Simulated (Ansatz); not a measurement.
**PBE0/STO-3G run of [SnH5]− (SMILES [H][Sn-]([H])([H])([H])[H])**

What is the vertical singlet–triplet gap of [SnH5]− at PBE0/STO-3G? 

The results are computed with Ansatz 0.2.0.

## 1. The structure to begin with

The species is [SnH5]− (6 atoms), meant as a singlet with charge -1. SMILES: `[H][Sn-]([H])([H])([H])[H]`. Geometry: a GFN2-xTB relaxation, a rough one for these elements and not checked as a minimum.

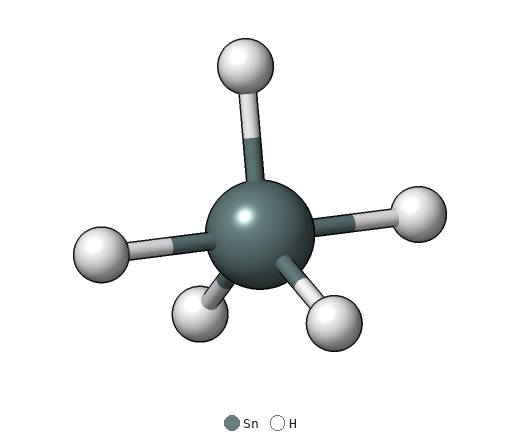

The structure, seen from a chosen angle (tin teal, hydrogen white).

## 2. A single-point energy at PBE0/STO-3G

The input, input.yaml:

```yaml
crystal:
  periodic: [false, false, false]
  atoms:
    - {symbol: Sn, position_ang: [0.000450, -0.001410, 0.000420]}
    - {symbol: H, position_ang: [-0.020070, -0.006290, 1.885790]}
    - {symbol: H, position_ang: [0.020250, 0.010720, -1.888030]}
    - {symbol: H, position_ang: [1.782780, 0.010780, 0.018860]}
    - {symbol: H, position_ang: [-0.902470, 1.535970, -0.003420]}
    - {symbol: H, position_ang: [-0.880950, -1.549760, -0.013620]}
basis:
  gaussian:
    orbitals: STO-3G
accuracy: high
hamiltonian:
  xc: pbe0
total_charge: -1
```

The run is started by

```
$ ansatz run input.yaml --threads 1 --pin off --max-ram 2610MiB --events-out events.jsonl --progress --plain --runs-dir runs
```

Standard output:

```text
Warning: RAYON_NUM_THREADS=1 ignored (pool sized by the plan → 1); use --threads N
Functional definition: PBE0
  name "PBE0"
  parameter a = 0.25
  parameter kappa = 0.804
  parameter beta = 0.06672455060314922
  exchange = (1 - a)*pbe_x(kappa = kappa, mu = beta*pi^2/3) + a*exact_x
  correlation = pbe_c(beta = beta)
570 factors; integrals over basis functions are off by at most 4.0e-9 eV
mean field evaluation 1: about -162391.8431 eV, gradient 1.1e1 eV
mean field evaluation 2: about -162392.3755 eV, gradient 4.9e0 eV
mean field evaluation 4: about -162392.5033 eV, gradient 2.0e-1 eV
mean field evaluation 8: about -162392.4477 eV, gradient 1.9e-3 eV
mean field -162392.44770262 eV, -5967.8123795168 hartree, gradient 8.8e-8 eV, S^2 0.000000; 0 other end points of the search recorded, 0 dependent functions left out
reference -162392.44770399 eV, -5967.8123795673 hartree; 28, 28 occupied and 4, 4 virtual orbitals, 570 factors
Total energy: -162392.44770399 eV, -5967.8123795673 hartree
```

Wall time 1.2 s (1 thread of AMD EPYC 9R14 (Zen 4), shared host); peak memory 0.13 GiB.

## 3. The triplet, same level

The input, in.yaml:

```yaml
crystal:
  periodic: [false, false, false]
  atoms:
    - {symbol: Sn, position_ang: [0.000450, -0.001410, 0.000420]}
    - {symbol: H, position_ang: [-0.020070, -0.006290, 1.885790]}
    - {symbol: H, position_ang: [0.020250, 0.010720, -1.888030]}
    - {symbol: H, position_ang: [1.782780, 0.010780, 0.018860]}
    - {symbol: H, position_ang: [-0.902470, 1.535970, -0.003420]}
    - {symbol: H, position_ang: [-0.880950, -1.549760, -0.013620]}
basis:
  gaussian: {orbitals: STO-3G}
total_charge: -1
magnetization: {spin_polarized: true, initial_magnetization: 2}
hamiltonian: {xc: pbe0}
accuracy: high
```

The run is started by

```
$ ansatz run in.yaml --threads 1 --pin off --max-ram 2610MiB --events-out events.jsonl --progress --plain --runs-dir runs
```

Standard output, shortened:

```text
Warning: RAYON_NUM_THREADS=1 ignored (pool sized by the plan → 1); use --threads N
[... 7 set-up lines as earlier in the session ...]
570 factors; integrals over basis functions are off by at most 4.0e-9 eV
mean field evaluation 1: about -162384.0039 eV, gradient 7.8e0 eV
mean field evaluation 2: about -162384.5559 eV, gradient 3.4e0 eV
mean field evaluation 4: about -162384.6837 eV, gradient 1.9e-1 eV
mean field evaluation 8: about -162384.7002 eV, gradient 8.2e-3 eV
mean field evaluation 16: about -162384.7002 eV, gradient 1.1e-4 eV
mean field evaluation 32: about -162384.5196 eV, gradient 1.0e0 eV
mean field -162384.70019987 eV, -5967.5276640421 hartree, gradient 5.1e-8 eV, S^2 2.031679; 6 other end points of the search recorded, 0 dependent functions left out
reference -162384.70020132 eV, -5967.5276640953 hartree; 29, 27 occupied and 3, 5 virtual orbitals, 570 factors
Total energy: -162384.70020132 eV, -5967.5276640953 hartree
```

Wall time 2.9 s (1 thread of AMD EPYC 9R14 (Zen 4), shared host); peak memory 0.18 GiB.

## 4. What came out

At PBE0/STO-3G:

| quantity | value |
| --- | --- |
| singlet: total energy | -5967.81238 Eh |
| triplet: total energy | -5967.52766 Eh |
| triplet: ⟨S²⟩ | 2.032 |
| vertical energy of the triplet above the singlet | 7.748 eV |

At this shape the triplet lies 7.75 eV (179 kcal/mol) above the singlet. For an anion a state so high probably lies above electron detachment. In a minimal basis such a difference can be off by several eV, whatever the method. Relativity is left out (singlet) although the molecule holds a heavy atom. Relativity is left out (triplet) although the molecule holds a heavy atom.
